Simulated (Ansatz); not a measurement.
**C$_{6}$H$_{4}$Ge (SMILES C#[C][GeH]([C]#C)[C]#C): density, localisation and related maps**

```xyz
11

C     0.4794   -2.6053    1.2871
C     0.3834   -1.4447    0.9819
Ge    0.2447    0.3890    0.5287
C     1.2602    0.7160   -1.0362
C     1.9155    0.9366   -2.0217
C    -1.5706    0.8035    0.1824
C    -2.7238    1.0804   -0.0246
H     0.5624   -3.6343    1.5528
H     0.7663    1.2511    1.6788
H     2.4930    1.1286   -2.8969
H    -3.7450    1.3222   -0.2117
```

Geometry: PBE0-D4/def2-TZVP.

Level of theory: Ansatz, RKS PBE0-D4/def2-TZVPP.

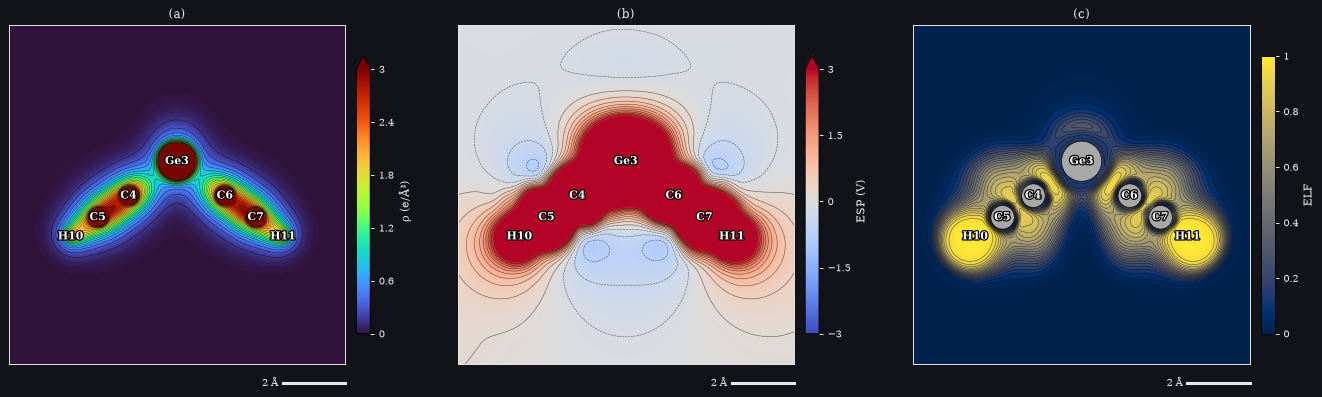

Figure 1. (a) total electron density; (b) electrostatic potential; (c) electron localisation function on the plane of atoms C4, Ge3 and C6. Grey discs cover the atomic cores in the ELF map.

> Read the bonding off the picture.

- The section cuts through Ge, C and H sites.
- C–C (1.20 Å): ρ at the midpoint is about 2.9 e/Å³; the ELF peaks at about 0.85 between the atoms (a short, multiple covalent bond).
- C–Ge (1.89 Å): ρ is about 0.92 e/Å³ halfway; the ELF peaks at about 0.95 in the valence shell of C, 0.7 Å from its nucleus, and is about 0.60 at the midpoint.
- C–H (1.07 Å): the density is about 2.1 e/Å³ at the midpoint; the ELF climbs to about 1 towards the hydrogen, as it does in any bond to H (a covalent bond by its length).
- Outside the dense part of the molecule the potential is most negative (−0.9 V) near C4 and C6.

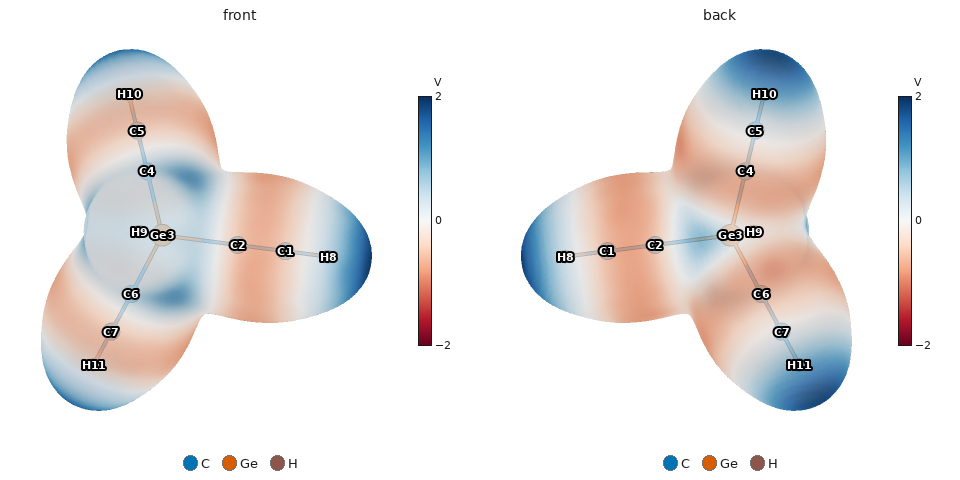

Figure 2. The electrostatic potential painted on the density surface at 0.002 e/bohr³, seen from the front and from behind; the colour scale runs from red (negative) to blue (positive).

> Which sites attract a positive test charge, and which a negative one?

A positive charge is drawn to the negative regions and a negative charge to the positive ones. The most negative region (about −0.9 V) lies over C4, C5, C6 and C7, the most positive (about +1.9 V) over H8, H10 and H11.

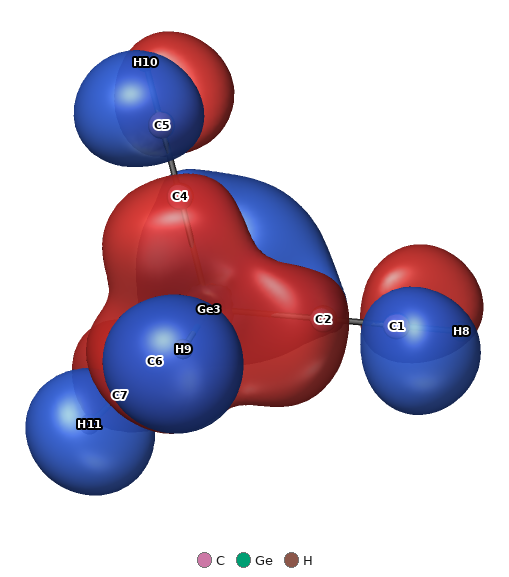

Figure 3. The LUMO at ±0.06 Å⁻³ᐟ² (blue and red are the two phases), seen at an oblique angle.

> Where does this orbital lie, and at what energy?

By Hirshfeld shares it lies mainly on Ge3 (about 20 %), C1 (about 10 %), C5 (about 10 %), C7 (about 10 %), C2 (about 10 %), C4 (about 10 %) and C6 (about 10 %). Its energy is −0.44 eV.
